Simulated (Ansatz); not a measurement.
# SnSiH4ClF (SMILES [F][SnH]([SiH3])[Cl]) at B3LYP/def2-SVP (core potential)

What is the vertical ionisation energy of SnSiH4ClF at B3LYP/def2-SVP (core potential)? 

Program for the calculation: Ansatz 0.2.0.

104 further runs of the same task are left out: 6 that didn't finish, 98 set aside as unsound or not needed. Runs told in other sessions of the task aren't counted.

### Step 1. The system as given

The species is SnSiH4ClF (8 atoms), meant as a singlet with charge 0. SMILES: `[F][SnH]([SiH3])[Cl]`. The coordinates come from a PBE0-D4/def2-TZVP relaxation.

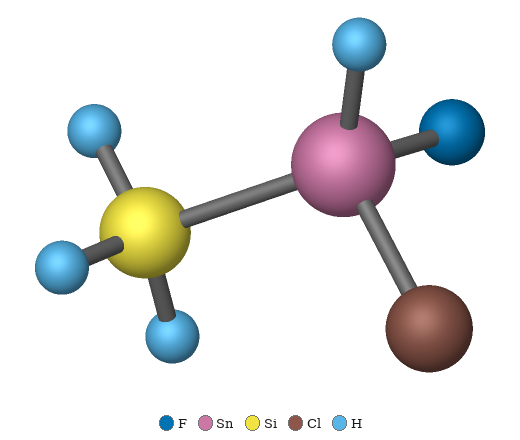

Viewed from a chosen angle; fluorine blue, tin pink, silicon yellow, chlorine brown, hydrogen blue.

### Step 2. The energy at B3LYP/def2-SVP (core potential)

Contents of run.yaml:

```yaml
crystal:
  periodic: [false, false, false]
  atoms:
    - symbol: F
      position_ang: [-2.164400, 1.207300, 0.065000]
    - symbol: Sn
      position_ang: [-0.491100, 0.743900, -0.760400]
    - symbol: Si
      position_ang: [0.772400, -0.710700, 0.928600]
    - symbol: Cl
      position_ang: [-1.103700, -0.588800, -2.566200]
    - symbol: H
      position_ang: [0.081000, 2.212200, -1.406000]
    - symbol: H
      position_ang: [1.077500, 0.107800, 2.127500]
    - symbol: H
      position_ang: [2.025400, -1.174900, 0.284900]
    - symbol: H
      position_ang: [-0.104900, -1.854000, 1.270900]
basis:
  gaussian: {orbitals: def2-SVP}
hamiltonian: {xc: {name: B3LYP}}
accuracy: high
output: {orbitals: {seedname: orbitals}}
```

Launch:

```sh
$ ansatz run run.yaml --threads 1 --pin off --max-ram 3480MiB --events-out events.jsonl --progress --plain --runs-dir runs
```

The log of the run:

```text
Warning: RAYON_NUM_THREADS=1 ignored (pool sized by the plan → 1); use --threads N
Functional definition: B3LYP
  name "B3LYP"
  parameter a0 = 0.2
  parameter ax = 0.72
  parameter ac = 0.81
  exchange = (1 - a0 - ax)*slater_x + ax*b88_x + a0*exact_x
  correlation = (1 - ac)*vwn_rpa_c + ac*lyp_c
2115 factors; integrals over basis functions are off by at most 7.7e-9 eV
mean field evaluation 1: about -29006.7736 eV, gradient 3.9e1 eV
mean field evaluation 2: about -28996.3855 eV, gradient 8.9e1 eV
mean field evaluation 4: about -29009.6065 eV, gradient 3.7e0 eV
mean field evaluation 8: about -29009.7305 eV, gradient 1.3e-1 eV
mean field evaluation 16: about -29009.7305 eV, gradient 1.7e-5 eV
mean field -29009.73053010 eV, -1066.0879334796 hartree, gradient 3.5e-8 eV, S^2 0.000000; 0 other end points of the search recorded, 0 dependent functions left out
reference -29009.73057567 eV, -1066.0879351544 hartree; 33, 33 occupied and 63, 63 virtual orbitals, 2115 factors
Total energy: -29009.73057567 eV, -1066.0879351544 hartree
```

Run time: 17 s. Hardware: 1 thread of Arm Neoverse N1, shared host; peak memory 0.37 GiB.

### Step 3. The doublet cation at the same level

Contents of job.yaml:

```yaml
crystal:
  periodic: [false, false, false]
  atoms:
    - {symbol: F, position_ang: [-2.164400, 1.207300, 0.065000]}
    - {symbol: Sn, position_ang: [-0.491100, 0.743900, -0.760400]}
    - {symbol: Si, position_ang: [0.772400, -0.710700, 0.928600]}
    - {symbol: Cl, position_ang: [-1.103700, -0.588800, -2.566200]}
    - {symbol: H, position_ang: [0.081000, 2.212200, -1.406000]}
    - {symbol: H, position_ang: [1.077500, 0.107800, 2.127500]}
    - {symbol: H, position_ang: [2.025400, -1.174900, 0.284900]}
    - {symbol: H, position_ang: [-0.104900, -1.854000, 1.270900]}
basis:
  gaussian:
    orbitals: def2-SVP
accuracy: high
magnetization:
  spin_polarized: true
  initial_magnetization: 1
output: {orbitals: {seedname: orbitals}}
hamiltonian:
  xc: {name: B3LYP}
total_charge: 1
```

Launch:

```sh
$ ansatz run job.yaml --threads 1 --pin off --max-ram 3480MiB --events-out events.jsonl --progress --plain --runs-dir runs
```

The log of the run, shortened:

```text
Warning: RAYON_NUM_THREADS=1 ignored (pool sized by the plan → 1); use --threads N
[... 7 set-up lines as earlier in the session ...]
2116 factors; integrals over basis functions are off by at most 7.7e-9 eV
mean field evaluation 1: about -28991.0912 eV, gradient 4.7e1 eV
mean field evaluation 2: about -28799.5724 eV, gradient 1.7e2 eV
mean field evaluation 4: about -28995.7914 eV, gradient 2.4e1 eV
mean field evaluation 8: about -28999.5106 eV, gradient 1.0e0 eV
mean field evaluation 16: about -28999.5183 eV, gradient 6.4e-3 eV
mean field evaluation 32: about -28999.5183 eV, gradient 2.2e-6 eV
mean field -28999.51829967 eV, -1065.7126409334 hartree, gradient 7.9e-8 eV, S^2 0.755945; 4 other end points of the search recorded, 0 dependent functions left out
reference -28999.51834510 eV, -1065.7126426028 hartree; 33, 32 occupied and 63, 64 virtual orbitals, 2116 factors
Total energy: -28999.51834510 eV, -1065.7126426028 hartree
```

Wall time 47 s (1 thread of Arm Neoverse N1, shared host); peak memory 0.57 GiB.

### Step 4. Results

At B3LYP/def2-SVP (core potential):

```
                                          quantity           value
                   singlet SnSiH4ClF: total energy  -1066.08794 Eh
                    singlet SnSiH4ClF: HOMO energy        -8.03 eV
                    singlet SnSiH4ClF: LUMO energy        -1.22 eV
                  singlet SnSiH4ClF: HOMO–LUMO gap         6.81 eV
                      doublet cation: total energy  -1065.71264 Eh
doublet cation: HOMO energy (highest over α and β)       -14.36 eV
 doublet cation: LUMO energy (lowest over α and β)       -12.37 eV
                              doublet cation: ⟨S²⟩           0.756
vertical ionisation energy (to the doublet cation)       10.212 eV
```

**Reading.** Removing an electron at fixed nuclei costs 10.21 eV (235 kcal/mol). −ε(HOMO) before ionisation, 8.03 eV, is 2.18 eV below this ionisation energy.
